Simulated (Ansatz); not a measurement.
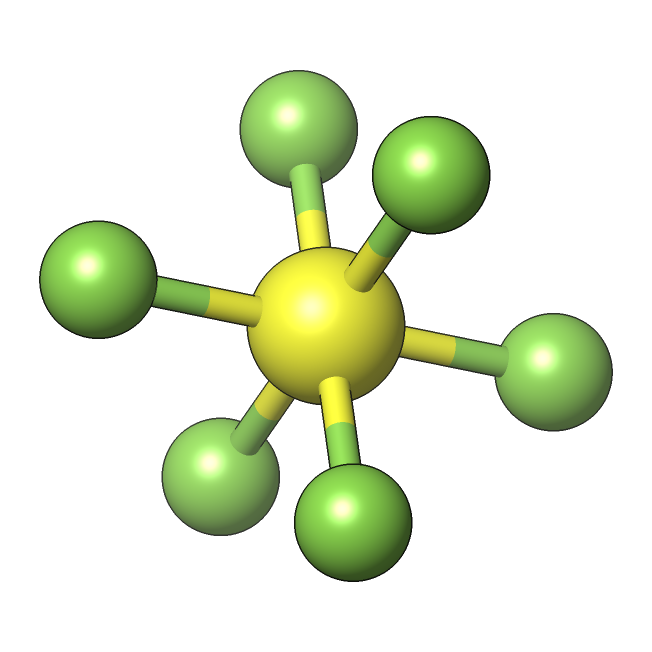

Colours: fluorine green, sulfur yellow.

The computed structure is the end point of a PBE0-D4/def2-TZVP optimisation.

Identify the structure.

It has 7 atoms: 1 sulfur and 6 fluorine (SF₆). Its SMILES string is `FS(F)(F)(F)(F)F`. It has no ring. This geometry has Oh symmetry. Coordination: 1 S octahedral.

The parts below concern this one geometry. Atoms keep their numbers from picture to picture.

### Levels of theory compared

Program: Ansatz 0.2.0.

Tabulate vertical IP (eV), HOMO–LUMO gap (eV) at these levels: B3LYP-D4/def2-TZVPP; PBE-D4/def2-TZVPP; PBE0-D4/def2-TZVPP; r2SCAN-D4/def2-TZVPP; ωB97M-V/def2-TZVPP; ωB97X-V/def2-TZVPP.

| level | vertical IP (eV) | HOMO–LUMO gap (eV) |
| --- | --- | --- |
| B3LYP-D4/def2-TZVPP | 14.83 | 10.53 |
| PBE-D4/def2-TZVPP | 13.70 | 7.69 |
| PBE0-D4/def2-TZVPP | 14.93 | 11.32 |
| r2SCAN-D4/def2-TZVPP | 14.21 | 8.64 |
| ωB97M-V/def2-TZVPP | 15.31 | 16.28 |
| ωB97X-V/def2-TZVPP | 15.31 | 16.42 |

### Vibrations

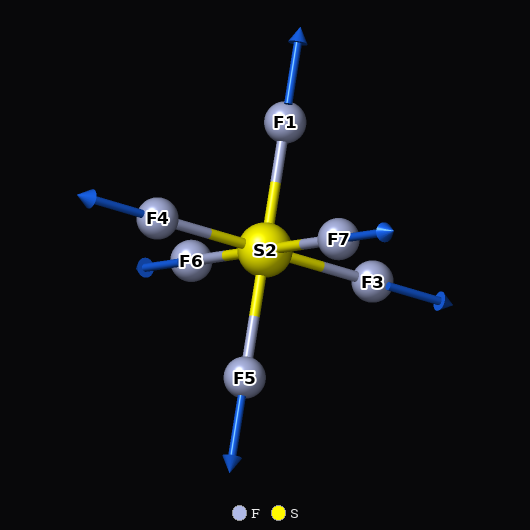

The arrows show one normal mode. Harmonic vibrations computed with RKS PBE0-D4/def2-TZVP (Ansatz 0.2.0) at a stationary point of the same level.

> What kind of motion is it?

Mostly in-phase stretching of 6 F–S bonds.

> At what wavenumber does it lie?

779 cm⁻¹; it is mode 12 of 15 counted from the lowest.

### Thermal motion

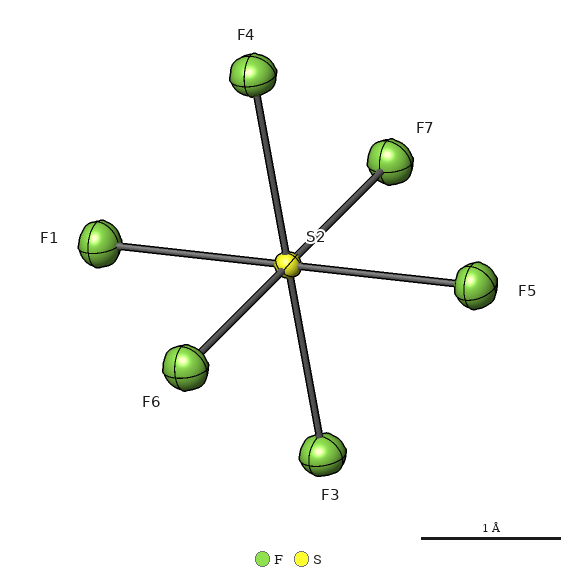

Displacement ellipsoids at the 50 % level, enlarged 3 times, from the internal vibrations of the free molecule (harmonic, no overall translation or rotation; no half-axis is drawn under 0.075 Å). Vibrations computed with RKS PBE0-D4/def2-TZVP (Ansatz 0.2.0). Temperature: 200 K.

List U_eq and the three principal root-mean-square amplitudes for each kind of atom.

| atom | U_eq (Å²) | rms amplitudes (Å) |
| --- | --- | --- |
| F1, F3, F4, F5… | 0.0013 | 0.033, 0.037, 0.037 |
| S2 | 0.00048 | 0.022, 0.022, 0.022 |
